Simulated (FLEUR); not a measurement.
# GaFe3: parallel and opposed starts, part 2 of 3

Aim: find out whether GaFe3 carries moments, and which collinear order costs least.

FLEUR MaX-R8.1; LDA (VWN); all-electron FLAPW, Dirac cores, scalar-relativistic bands.

So far. Step 2 (Order 1, typed as ferro +++): After 28 cycles the largest moment stands at 2.45 μB.

## 3. Start 2: antiferro q=(0,0,1/2) +-+-+-

An opposed order shows whether neighbours prefer unlike signs.

This order needs a doubled cell of 8 atoms. The mesh is halved along the doubled vector, so that both cells sample the same points. The k list default-1 (kpts.xml, not shown) is a Γ-centred 8×8×4 mesh.

File inp.xml:

```
<?xml version="1.0" encoding="UTF-8" standalone="no"?>
<fleurInput fleurInputVersion="0.39">
   <comment>
      GaFe3
   </comment>
   <calculationSetup>
      <cutoffs Kmax="3.6" Gmax="10.8" GmaxXC="10.8" numbands="0"/>
      <scfLoop itmax="90" minDistance="0.00002" maxIterBroyd="15" imix="Anderson" alpha="0.05" precondParam="0.0" spinf="2.0" sdNocoIR="T"/>
      <coreElectrons ctail="T" frcor="F" kcrel="0" coretail_lmax="0"/>
      <xcFunctional name="vwn" relativisticCorrections="F"/>
      <magnetism jspins="2"/>
      <soc l_soc="F" theta="0.0" phi="0.0" spav="F"/>
      <expertModes spex="0" secvar="F"/>
      <geometryOptimization l_f="F" forcealpha="1.0" forcemix="BFGS" epsdisp="0.00001" epsforce="0.00001"/>
      <ldaU l_linMix="F" mixParam="0.05" spinf="1.0"/>
   </calculationSetup>
   <cell>
      <bzIntegration valenceElectrons="122.0" mode="hist" fermiSmearingEnergy="0.00110248">
         <kPointListSelection listName="default-1"/>
         <xi:include xmlns:xi="http://www.w3.org/2001/XInclude" href="kpts.xml"> </xi:include>
      </bzIntegration>
      <xi:include xmlns:xi="http://www.w3.org/2001/XInclude" href="sym.xml"> </xi:include>
      <bulkLattice scale="1.0">
         <bravaisMatrix>
            <row-1>    0.0000000000000000     5.4643207235366118     5.4643207235366118</row-1>
            <row-2>    5.4643207235366118     0.0000000000000000     5.4643207235366118</row-2>
            <row-3>   10.9286414470732236    10.9286414470732236     0.0000000000000000</row-3>
         </bravaisMatrix>
      </bulkLattice>
   </cell>
   <atomSpecies>
      <species name="Gallium (Ga)" element="Ga" atomicNumber="31">
         <mtSphere radius="2.31" gridPoints="763" logIncrement="0.016"/>
         <atomicCutoffs lmax="8" lnonsphr="6"/>
         <electronConfig flipSpins="F">
            <coreConfig>(1s1/2) (2s1/2) (2p1/2) (2p3/2) (3s1/2) (3p1/2) (3p3/2)</coreConfig>
            <valenceConfig>(4s1/2) (3d3/2) (3d5/2) (4p1/2) (4p3/2)</valenceConfig>
            <stateOccupation state="(4p1/2)" spinUp="0.166667" spinDown="0.166667"/>
            <stateOccupation state="(4p3/2)" spinUp="0.333333" spinDown="0.333333"/>
         </electronConfig>
         <energyParameters s="4" p="4" d="3" f="4"/>
      </species>
      <species name="Iron (Fe) 2.800" element="Fe" atomicNumber="26">
         <mtSphere radius="2.31" gridPoints="763" logIncrement="0.016"/>
         <atomicCutoffs lmax="8" lnonsphr="6"/>
         <electronConfig flipSpins="F">
            <coreConfig>(1s1/2) (2s1/2) (2p1/2) (2p3/2)</coreConfig>
            <valenceConfig>(3s1/2) (3p1/2) (3p3/2) (4s1/2) (3d3/2) (3d5/2)</valenceConfig>
            <stateOccupation state="(3d3/2)" spinUp="1.4" spinDown="1.0"/>
            <stateOccupation state="(3d5/2)" spinUp="3.0" spinDown="0.6"/>
         </electronConfig>
         <energyParameters s="4" p="4" d="3" f="4"/>
         <lo type="SCLO" l="0" n="3" eDeriv="0"/>
         <lo type="SCLO" l="1" n="3" eDeriv="0"/>
      </species>
      <species name="Iron (Fe) -2.800" element="Fe" atomicNumber="26">
         <mtSphere radius="2.31" gridPoints="763" logIncrement="0.016"/>
         <atomicCutoffs lmax="8" lnonsphr="6"/>
         <electronConfig flipSpins="F">
            <coreConfig>(1s1/2) (2s1/2) (2p1/2) (2p3/2)</coreConfig>
            <valenceConfig>(3s1/2) (3p1/2) (3p3/2) (4s1/2) (3d3/2) (3d5/2)</valenceConfig>
            <stateOccupation state="(3d3/2)" spinUp="1.0" spinDown="1.4"/>
            <stateOccupation state="(3d5/2)" spinUp="0.6" spinDown="3.0"/>
         </electronConfig>
         <energyParameters s="4" p="4" d="3" f="4"/>
         <lo type="SCLO" l="0" n="3" eDeriv="0"/>
         <lo type="SCLO" l="1" n="3" eDeriv="0"/>
      </species>
   </atomSpecies>
   <atomGroups>
      <atomGroup species="Gallium (Ga)">
         <relPos label="                   1">.0000000000 .0000000000 -1.000/4.000</relPos>
         <relPos label="                   2">.0000000000 .0000000000 1.000/4.000</relPos>
         <force calculate="T" relaxXYZ="TTT"/>
      </atomGroup>
      <atomGroup species="Iron (Fe) 2.800">
         <relPos label="                   3">1.000/2.000 1.000/2.000 .0000000000</relPos>
         <force calculate="T" relaxXYZ="TTT"/>
      </atomGroup>
      <atomGroup species="Iron (Fe) -2.800">
         <relPos label="                   4">1.000/2.000 1.000/2.000 1.000/2.000</relPos>
         <force calculate="T" relaxXYZ="TTT"/>
      </atomGroup>
      <atomGroup species="Iron (Fe) 2.800">
         <relPos label="                   5">-1.000/4.000 -1.000/4.000 1.000/8.000</relPos>
         <relPos label="                   7">1.000/4.000 1.000/4.000 -1.000/8.000</relPos>
         <force calculate="T" relaxXYZ="TTT"/>
      </atomGroup>
      <atomGroup species="Iron (Fe) -2.800">
         <relPos label="                   6">-1.000/4.000 -1.000/4.000 -3.000/8.000</relPos>
         <relPos label="                   8">1.000/4.000 1.000/4.000 3.000/8.000</relPos>
         <force calculate="T" relaxXYZ="TTT"/>
      </atomGroup>
   </atomGroups>
   <output dos="F" band="F" slice="F">
      <bandDOS minEnergy="-.5*Htr" maxEnergy="0.5*Htr" sigma="0.015" storeEVData="T"/>
      <plotting iplot="0" polar="F">
         <plot TwoD="T" vec1="  1.0  0.0  0.0" vec2="  0.0  1.0  0.0" vec3="  0.0  0.0  1.0" zero="  0.0  0.0  0.0" file="plot"/>
      </plotting>
      <moessbauerParams electricFieldGradient="F" isomerShift="F" coreHyperfine="F" valenceHyperfine="F"/>
   </output>
</fleurInput>
```

File crystal.txt:

```
GaFe3
&input film=F cartesian=F /
0.00000000000  2.89159400000  2.89159400000
2.89159400000  0.00000000000  2.89159400000
5.78318800000  5.78318800000  0.00000000000
1.8897261246
1.0 1.0 1.0

8
31 0.00000000000  0.00000000000  0.00000000000
31 0.00000000000  0.00000000000  0.50000000000
26 0.50000000000  0.50000000000  0.25000000000 : 2.800
26 0.50000000000  0.50000000000  0.75000000000 : -2.800
26 0.75000000000  0.75000000000  0.37500000000 : 2.800
26 0.75000000000  0.75000000000  0.87500000000 : -2.800
26 0.25000000000  0.25000000000  0.12500000000 : 2.800
26 0.25000000000  0.25000000000  0.62500000000 : -2.800

&kpt div1=8 div2=8 div3=4 gamma=T /
```

On the command line:

```console
OMP_NUM_THREADS=1 inpgen -f crystal.txt > inpgen.log  # inp.xml is then edited as shown
OMP_NUM_THREADS=1 mpirun -n 4 fleur_MPI > fleur.log
```

The program printed:

```text
[banner, memory and clock lines left out]
Welcome to FLEUR        (www.flapw.de)
      MaX-Release 8.1          (www.max-centre.eu)

 ========== k-point set info ==========
 Selected k-point list: default-1
 k-point list type: mesh
 0 x 0 x 0
 Number of k points: 80

 ------------Calculation Setup---------------------------
 Number of PE/node        :            4
 Number of OMP-threads    :            1
 k-points in parallel     :            4
 pe's per k-point         :            1
 No of k-point loops      :           20
 Eigenvalue solver        :       lapack
 Number of basis functions:          584
 Approximate size of matrices (H+S) per k-point:         0.005 GB
 Iteration:     1   Distance:      14.52730426 me/bohr^3
 Iteration:     2   Distance:      14.00422222 me/bohr^3
 Iteration:     3   Distance:      10.13641710 me/bohr^3
 Iteration:     4   Distance:       4.85314498 me/bohr^3
 Iteration:     5   Distance:       4.11458719 me/bohr^3
 Iteration:     6   Distance:       3.34956210 me/bohr^3
 Iteration:     7   Distance:       2.93104070 me/bohr^3
 Iteration:     8   Distance:       1.87624822 me/bohr^3
 Iteration:     9   Distance:       2.08098261 me/bohr^3
 Iteration:    10   Distance:       1.38050110 me/bohr^3
[... 21 iterations left out ...]
 Iteration:    32   Distance:       0.00108618 me/bohr^3
 Iteration:    33   Distance:       0.00062547 me/bohr^3
 Iteration:    34   Distance:       0.00023727 me/bohr^3
 Iteration:    35   Distance:       0.00021686 me/bohr^3
 Iteration:    36   Distance:       0.00017110 me/bohr^3
 Iteration:    37   Distance:       0.00013327 me/bohr^3
 Iteration:    38   Distance:       0.00007080 me/bohr^3
 Iteration:    39   Distance:       0.00004469 me/bohr^3
 Iteration:    40   Distance:       0.00003389 me/bohr^3
 Iteration:    41   Distance:       0.00001431 me/bohr^3

 ********************************************************************
 Run finished successfully
 Stop message:
   all done
 ********************************************************************

--- out.xml (last complete iteration) ---
<iteration numberForCurrentRun="   41" overallNumber="   41">
         [... left out ...]
         <bandgap value="0.0000002617" units="eV"/>
         <sumValenceSingleParticleEnergies value="-81.3783735805" units="Htr"/>
         <FermiEnergy value="0.3462682375" units="Htr"/>
         <valenceDensity>
            <mtCharges spin="1">
               <mtCharge atomType="1" total="5.8540935" s="0.4183556" p="0.4421656" d="4.9756737" f="0.0141170"/>
               <mtCharge atomType="2" total="8.6657744" s="1.2021560" p="3.1878203" d="4.2580762" f="0.0140638"/>
               <mtCharge atomType="3" total="6.2390810" s="1.1927380" p="3.1872904" d="1.8424639" f="0.0133923"/>
               <mtCharge atomType="4" total="8.2916235" s="1.1798717" p="3.1890800" d="3.9090847" f="0.0105949"/>
               <mtCharge atomType="5" total="6.6842893" s="1.1716433" p="3.1779857" d="2.3222988" f="0.0098258"/>
            </mtCharges>
            <mtCharges spin="2">
               <mtCharge atomType="1" total="5.8540935" s="0.4183556" p="0.4421656" d="4.9756737" f="0.0141170"/>
               <mtCharge atomType="2" total="6.2390810" s="1.1927380" p="3.1872904" d="1.8424639" f="0.0133923"/>
               <mtCharge atomType="3" total="8.6657744" s="1.2021559" p="3.1878202" d="4.2580763" f="0.0140638"/>
               <mtCharge atomType="4" total="6.6842892" s="1.1716433" p="3.1779857" d="2.3222988" f="0.0098258"/>
               <mtCharge atomType="5" total="8.2916236" s="1.1798717" p="3.1890799" d="3.9090848" f="0.0105949"/>
            </mtCharges>
            <spinDependentCharge spin="1" total="60.9999999" interstitial="4.4351320" mtSpheres="56.5648679"/>
            <spinDependentCharge spin="2" total="61.0000001" interstitial="4.4351320" mtSpheres="56.5648680"/>
            <totalCharge value="122.0000000000"/>
         </valenceDensity>
         [... left out ...]
         <magneticMomentsInMTSpheres units="muBohr">
            <globalMagMoment atomType="1" vec="0.00000   0.00000   0.00000"/>
            <localMagMoment atomType="1" vec="0.00000   0.00000   0.00000"/>
            <globalMagMoment atomType="2" vec="0.00000   0.00000   2.42669"/>
            <localMagMoment atomType="2" vec="0.00000   0.00000   2.42669"/>
            <globalMagMoment atomType="3" vec="0.00000   0.00000  -2.42669"/>
            <localMagMoment atomType="3" vec="0.00000   0.00000  -2.42669"/>
            <globalMagMoment atomType="4" vec="0.00000   0.00000   1.60733"/>
            <localMagMoment atomType="4" vec="0.00000   0.00000   1.60733"/>
            <globalMagMoment atomType="5" vec="0.00000   0.00000  -1.60733"/>
            <localMagMoment atomType="5" vec="0.00000   0.00000  -1.60733"/>
         </magneticMomentsInMTSpheres>
         [... left out ...]
         <totalEnergy value="   -11506.2371845403" units="Htr">
            <sumOfEigenvalues value="    -6623.6436228602">
               <coreElectrons value="-6542.2652492798"/>
               <valenceElectrons value="-81.3783735805"/>
            </sumOfEigenvalues>
            <densityCoulombPotentialIntegral value="-17685.5240460355"/>
            <densityEffectivePotentialIntegral value="-18304.9045867205"/>
            <chargeDenXCDenIntegral value="-467.8649796499"/>
            <FockExchangeEnergyValence value="0.0000000000"/>
            <FockExchangeEnergyCore value="0.0000000000"/>
         [... left out ...]
            <tkbTimesEntropy value="0.0011202628"/>
            <freeEnergy value="-11506.2383048030"/>
            <extrapolationTo0K value="-11506.2377446717"/>
         </totalEnergy>
         <densityConvergence units="me/bohr^3">
            <chargeDensity spin="1" distance="0.0000074540"/>
            <chargeDensity spin="2" distance="0.0000094696"/>
            <overallChargeDensity distance="0.0000143062"/>
            <spinDensity distance="0.0000092629"/>
         </densityConvergence>
      </iteration>
```

It took 3.9 min on 4 MPI ranks of Intel Xeon 6975P-C (Granite Rapids), shared host; peak memory 0.57 GiB.

Spin moment in the muffin-tin sphere by atom:

| atom | spin moment in the muffin-tin sphere (μB) |
| --- | --- |
| Ga1 | 0.00 |
| Ga2 | 0.00 |
| Fe3 | 2.43 |
| Fe4 | -2.43 |
| Fe5 | 1.61 |
| Fe6 | -1.61 |
| Fe7 | 1.61 |
| Fe8 | -1.61 |

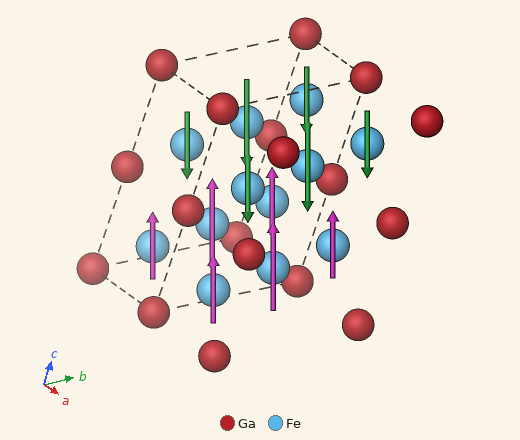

Spin moment in the muffin-tin sphere as arrows, the longest 2.43 μB. Up and down stand for the sign. Arrows give size and sign along the axis of quantisation, drawn up and down the page. The two directions have two colours. 2×1×1 cells are drawn. Some periodic images of atoms are drawn too.

This step gave:

```
free energy                                                       : -313100.6948 eV
program's band gap on this mesh (in a metal only a level spacing) : 2.62e-7 eV
magnetization                                                     : 0 μB
final state                                                       : antiferromagnetic
```

It lies 60.4 meV a seeded atom over the first start, and its largest moment is 2.43 μB against 2.45 μB.

## 4. Start 3: antiferro q=(0,0,1/2) +-+--+

An opposed order shows whether neighbours prefer unlike signs.

The cell is doubled to 8 atoms to hold this order. The mesh is halved along the doubled vector, so that both cells sample the same points.

Edit inp.xml of step 3 so:

```diff
@@ -71,4 +71,7 @@
       <atomGroup species="Gallium (Ga)">
-         <relPos label="                   1">.0000000000 .0000000000 -1.000/4.000</relPos>
-         <relPos label="                   2">.0000000000 .0000000000 1.000/4.000</relPos>
+         <relPos label="                   1">.0000000000 .0000000000 .0000000000</relPos>
+         <force calculate="T" relaxXYZ="TTT"/>
+      </atomGroup>
+      <atomGroup species="Gallium (Ga)">
+         <relPos label="                   2">.0000000000 .0000000000 1.000/2.000</relPos>
          <force calculate="T" relaxXYZ="TTT"/>
@@ -76,3 +79,3 @@
       <atomGroup species="Iron (Fe) 2.800">
-         <relPos label="                   3">1.000/2.000 1.000/2.000 .0000000000</relPos>
+         <relPos label="                   3">1.000/2.000 1.000/2.000 1.000/4.000</relPos>
          <force calculate="T" relaxXYZ="TTT"/>
@@ -80,3 +83,3 @@
       <atomGroup species="Iron (Fe) -2.800">
-         <relPos label="                   4">1.000/2.000 1.000/2.000 1.000/2.000</relPos>
+         <relPos label="                   4">1.000/2.000 1.000/2.000 -1.000/4.000</relPos>
          <force calculate="T" relaxXYZ="TTT"/>
@@ -84,4 +87,3 @@
       <atomGroup species="Iron (Fe) 2.800">
-         <relPos label="                   5">-1.000/4.000 -1.000/4.000 1.000/8.000</relPos>
-         <relPos label="                   7">1.000/4.000 1.000/4.000 -1.000/8.000</relPos>
+         <relPos label="                   5">-1.000/4.000 -1.000/4.000 3.000/8.000</relPos>
          <force calculate="T" relaxXYZ="TTT"/>
@@ -89,4 +91,11 @@
       <atomGroup species="Iron (Fe) -2.800">
-         <relPos label="                   6">-1.000/4.000 -1.000/4.000 -3.000/8.000</relPos>
-         <relPos label="                   8">1.000/4.000 1.000/4.000 3.000/8.000</relPos>
+         <relPos label="                   6">-1.000/4.000 -1.000/4.000 -1.000/8.000</relPos>
+         <force calculate="T" relaxXYZ="TTT"/>
+      </atomGroup>
+      <atomGroup species="Iron (Fe) -2.800">
+         <relPos label="                   7">1.000/4.000 1.000/4.000 1.000/8.000</relPos>
+         <force calculate="T" relaxXYZ="TTT"/>
+      </atomGroup>
+      <atomGroup species="Iron (Fe) 2.800">
+         <relPos label="                   8">1.000/4.000 1.000/4.000 -3.000/8.000</relPos>
          <force calculate="T" relaxXYZ="TTT"/>
```

Edit crystal.txt of step 3 so:

```diff
@@ -15,4 +15,4 @@
 26 0.75000000000  0.75000000000  0.87500000000 : -2.800
-26 0.25000000000  0.25000000000  0.12500000000 : 2.800
-26 0.25000000000  0.25000000000  0.62500000000 : -2.800
+26 0.25000000000  0.25000000000  0.12500000000 : -2.800
+26 0.25000000000  0.25000000000  0.62500000000 : 2.800
```

The program printed:

```text
[banner, memory and clock lines left out]
Welcome to FLEUR        (www.flapw.de)
      MaX-Release 8.1          (www.max-centre.eu)

 ========== k-point set info ==========
 Selected k-point list: default-1
 k-point list type: mesh
 0 x 0 x 0
 Number of k points: 80

 [... set-up left out ...]
 Iteration:     1   Distance:      15.87381118 me/bohr^3
 Iteration:     2   Distance:      14.88635683 me/bohr^3
 Iteration:     3   Distance:      13.93374337 me/bohr^3
 Iteration:     4   Distance:       9.17106004 me/bohr^3
 Iteration:     5   Distance:       4.29310641 me/bohr^3
[...]
<sumOfEigenvalues value="    -6623.7246492645">
               <coreElectrons value="-6542.3070107798"/>
               <valenceElectrons value="-81.4176384847"/>
            </sumOfEigenvalues>
         [... left out ...]
            <freeEnergy value="-11506.2310591143"/>
            <extrapolationTo0K value="-11506.2305639643"/>
         </totalEnergy>
         <densityConvergence units="me/bohr^3">
            <chargeDensity spin="1" distance="0.0001277416"/>
            <chargeDensity spin="2" distance="0.0001391858"/>
            <overallChargeDensity distance="0.0001232711"/>
            <spinDensity distance="0.0002370347"/>
         </densityConvergence>
      </iteration>
```

The job ended after 11 min (4 MPI ranks; peak memory 0.83 GiB).

The run was cut off at its time limit.

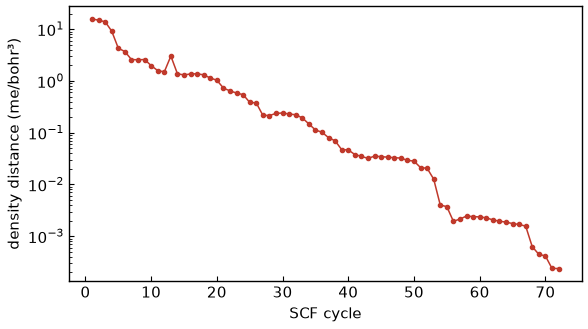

Distance of input and output densities by cycle.

After 72 cycles the density distance stands at 2.4e-4 me/bohr³, still falling.

(Continued in part 3 of 3.)

[Logs and program files are shortened in this print: banners, set-up blocks, solver, clock and traceback lines can be left out without a mark of their own.]

[Logs are printed without paths, hosts, clocks, repeated set-up lines and the standing remarks that a program may print on its own settings, such as how far it seeks lower states.]

[Hosts, paths, dates, database ids (printed as entryN), source tags and the programs' standing remarks are cut or masked in the printed files.]

[Where a cell is said to come from a database of computed structures, the database is the Materials Project.]
